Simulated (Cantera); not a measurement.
A closed system holds: 1 mol Fe₂O₃, a varied amount of CO, equilibrated at 2250 K and 0.170 bar.

Method: chemical equilibrium by Gibbs-energy minimisation in Cantera with the NASA 1993 tables (ideal gas, pure condensed phases). Candidate condensed phases: C, Fe, Fe(CO)₅, FeO, Fe₂O₃, Fe₃O₄; 15 gas species. The tables' stoichiometric FeO is somewhat more stable than real wüstite, so its field is too wide. FeO: taken at fixed stoichiometry. The numbers say what is thermodynamically allowed, not how fast it happens.

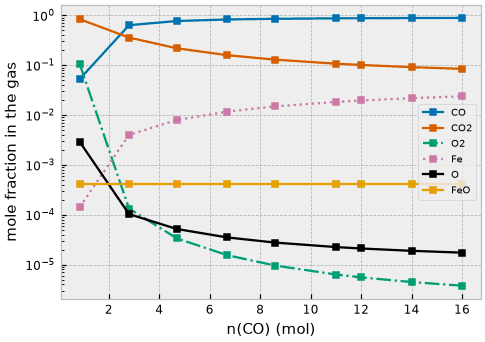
Fig. 1. Equilibrium gas composition (values under 1e-9 drawn at 1e-9)

From 0.85 mol CO to 16 mol CO the condensed part is FeO(l). The main Fe-bearing gas is FeO at 0.85 mol CO and Fe at 16 mol CO. The share of Fe in condensed phases is highest at 0.85 mol CO (100.0 %) and lowest at 16 mol CO (80.1 %).
